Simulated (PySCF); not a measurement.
C3H5 (cation, charge +1), SMILES C=C[CH2+] at its B3LYP/def2-SVP optimised geometry (Å):

```
8

C      1.2931    -0.6110     0.0000
C     -0.0929    -0.6110     0.0000
C     -0.7684     0.5993     0.0000
H      1.8646     0.3260     0.0003
H      1.8648    -1.5475    -0.0003
H     -0.6471    -1.5550    -0.0003
H     -0.2288     1.5550     0.0003
H     -1.8648     0.6421    -0.0003
```

Method: B3LYP/def2-TZVP (PySCF).

Map of the Laplacian of the electron density (e/bohr⁵) on the plane z = 1.2 Å:

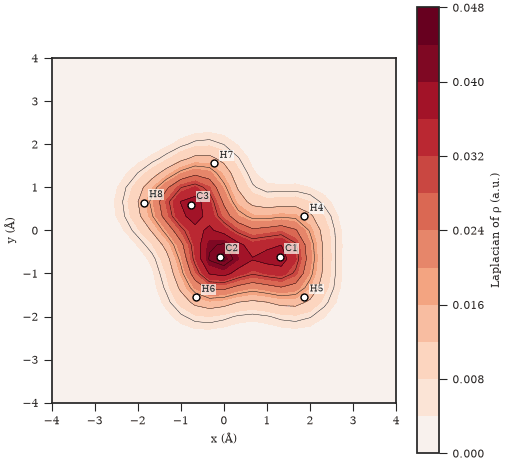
Laplacian of the electron density (e/bohr⁵) on the plane z = 1.2 Å.
